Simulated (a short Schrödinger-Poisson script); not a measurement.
Structure: MOS inversion layer, SiO2 on p-type Ge(100), at 300 K.

| layer | material | thickness (nm) | Na (cm⁻³) |
|---|---|---|---|
| 1 | SiO2 | 1.2 | - |
| 2 | Ge | 1100 | 3.5e16 |

Constants are typed, rounded textbook-type inputs, not results; the design itself was drawn at random and stands for no fabricated device. SiO2: permittivity 3.9, conduction-band edge (eV) 3.1, gap (eV) 9, electron mass (mₑ) 0.5. Ge: permittivity 16, conduction-band edge (eV) 0, gap (eV) 0.664, Nv at 300 K (cm⁻³) 6e18.

Channel valleys (confinement mass, in-plane density-of-states mass, number): L4 0.12, 0.295, 4. At the gate the conduction-band edge of layer 1 lies 3.4 eV − eVg above the Fermi level of the channel; the field vanishes at the back. Gaps are held at their typed values at every temperature. Mesh 0.03 nm at interfaces.

Solved with a short Schrödinger-Poisson script written for these runs: 1D Poisson equation in equilibrium, electrons quantum, Hartree (BenDaniel-Duke, 12 states a valley, the channel's in-plane mass for all, wave functions free to enter the dielectric), parabolic valleys, classical holes, full ionisation, no traps, pinning or gate leakage.

Only gate voltages with over 1e8 electrons/cm² are shown.

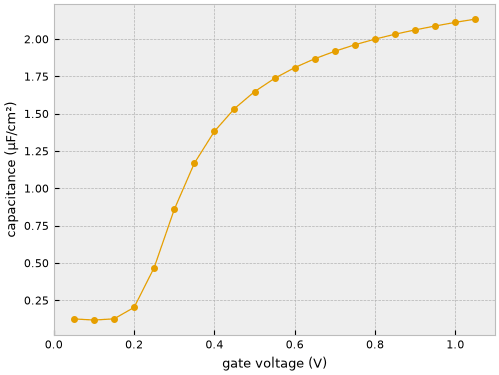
Quasi-static capacitance against gate voltage

| Vg (V) | electrons (cm⁻²) | C (μF/cm²) | L4 E0 (meV) | L4 E1 (meV) |
|---|---|---|---|---|
| 0.05 | 1.27e8 | 0.125 | 309.8 | 339.3 |
| 0.1 | 6.94e8 | 0.117 | 264.4 | 296.1 |
| 0.15 | 3.88e9 | 0.125 | 218.8 | 252.5 |
| 0.2 | 2.11e10 | 0.202 | 174.2 | 209.8 |
| 0.25 | 9.47e10 | 0.469 | 134.4 | 172.5 |
| 0.3 | 2.86e11 | 0.858 | 104.8 | 146.1 |
| 0.35 | 5.96e11 | 1.17 | 84.5 | 130.0 |
| 0.4 | 9.91e11 | 1.38 | 70.2 | 119.8 |
| 0.45 | 1.44e12 | 1.53 | 59.4 | 113.0 |
| 0.5 | 1.94e12 | 1.65 | 50.7 | 108.3 |
| 0.55 | 2.47e12 | 1.74 | 43.6 | 104.8 |
| 0.6 | 3.02e12 | 1.81 | 37.4 | 102.1 |
| 0.65 | 3.59e12 | 1.87 | 32.1 | 100.0 |
| 0.7 | 4.18e12 | 1.92 | 27.3 | 98.4 |
| 0.75 | 4.79e12 | 1.96 | 22.9 | 97.0 |
| 0.8 | 5.41e12 | 2.00 | 19.0 | 95.9 |
| 0.85 | 6.04e12 | 2.03 | 15.3 | 95.0 |
| 0.9 | 6.68e12 | 2.06 | 11.9 | 94.3 |
| 0.95 | 7.32e12 | 2.09 | 8.6 | 93.6 |
| 1 | 7.98e12 | 2.11 | 5.6 | 93.1 |
| 1.05 | 8.64e12 | 2.13 | 2.7 | 92.6 |

Subbands count from the Fermi level.

Only the L valleys are kept; under strong confinement the Δ valleys of Ge fill too.
